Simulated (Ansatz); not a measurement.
**SOF₂: small, medium and large basis sets**

How large a basis does SOF₂ need? Two functionals and correlated methods are run in growing sets.

Computed with Ansatz 0.2.0, Gaussian basis. Level: one geometry, several basis sets.

Levels to be run: PBE0-D4/def2-SVP; ωB97M-V/def2-SVP; PBE0-D4/def2-QZVPP; ωB97M-V/def2-QZVPP; CCSD(T)/cc-pV(D+d)Z; CCSD(T)/cc-pV(T+d)Z; CCSD(T)/cc-pV(Q+d)Z; the functionals' def2-TZVPP values are taken from earlier runs.

## 1. Structure used throughout

The geometry comes from an earlier relaxation with PBE0-D4 in a triple-zeta def2 set; it is a stationary point.

SMILES `O=S(F)F`, 4 atoms, charge 0, spin multiplicity 1.

Atoms are counted from 1 here; the program's logs count them from 0.

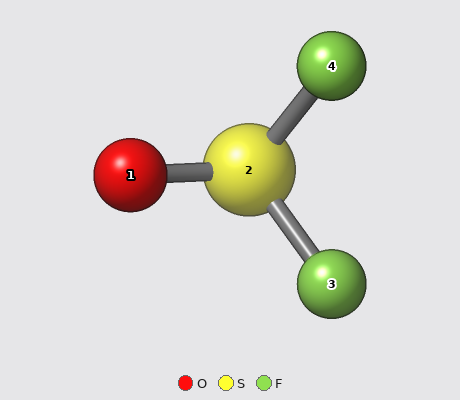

The geometry (oxygen red, sulfur yellow, fluorine green); atoms are numbered from 1 in the order of the file.

## 2. PBE0-D4 in def2-SVP

in.yaml reads:

```yaml
crystal:
  periodic: [false, false, false]
  atoms:
    - {symbol: O, position_ang: [0.932398, 0.066621, -1.017848]}
    - {symbol: S, position_ang: [-0.151269, -0.426192, -0.245659]}
    - {symbol: F, position_ang: [-1.124430, 0.804198, 0.000357]}
    - {symbol: F, position_ang: [0.343312, -0.444627, 1.263140]}
basis:
  gaussian: {orbitals: def2-SVP}
hamiltonian: {xc: pbe0, dispersion: d4}
output: {orbitals: {seedname: orbitals}}
```

Command:

```console
$ ansatz run in.yaml --threads 2 --pin off --events-out ev --progress --plain --max-ram 32768MiB --backend cpu
```

After this run come: ωB97M-V in def2-SVP; PBE0-D4 in def2-QZVPP; ωB97M-V in def2-QZVPP; CCSD(T) in cc-pV(D+d)Z; CCSD(T) in cc-pV(T+d)Z; CCSD(T) in cc-pV(Q+d)Z.

**Question.** What will the summary of the whole plan be? Wanted: MP2 correlation recovered, cc-pV(D+d)Z; MP2 correlation recovered, cc-pV(T+d)Z; MP2 correlation recovered, cc-pV(Q+d)Z; CCSD(T) limit from def2 sets; PBE0-D4: double and triple zeta above quadruple; ωB97M-V: double and triple zeta above quadruple.

**Answer**, as computed:

```
                                                                 quantity           value
                                   MP2 correlation recovered, cc-pV(D+d)Z          65.9 %
                                   MP2 correlation recovered, cc-pV(T+d)Z          86.6 %
                                   MP2 correlation recovered, cc-pV(Q+d)Z          94.4 %
CCSD(T) limit from def2 sets (earlier runs) less the limit of this series         -16 meV
                          PBE0-D4: double and triple zeta above quadruple  15.17, 0.82 eV
                          ωB97M-V: double and triple zeta above quadruple  15.33, 0.78 eV
```

**Reading.** For PBE0-D4 the step from double to triple zeta gains 14.35 eV and the next only 0.82 eV. Correlation climbs from 66 % (cc-pV(D+d)Z) to 94 % (cc-pV(Q+d)Z) of the limit; Hartree-Fock is 0.253 eV from its own by then. A limit from the def2 sets, made apart, differs by 16 meV, a least measure of the doubt on such a limit. These are total energies; as a rule much of such shifts cancels in differences, which this series doesn't test. The LUMO of ωB97M-V is positive and keeps falling with the basis (1.58 to 1.00 eV): an unbound level that the basis holds in place.
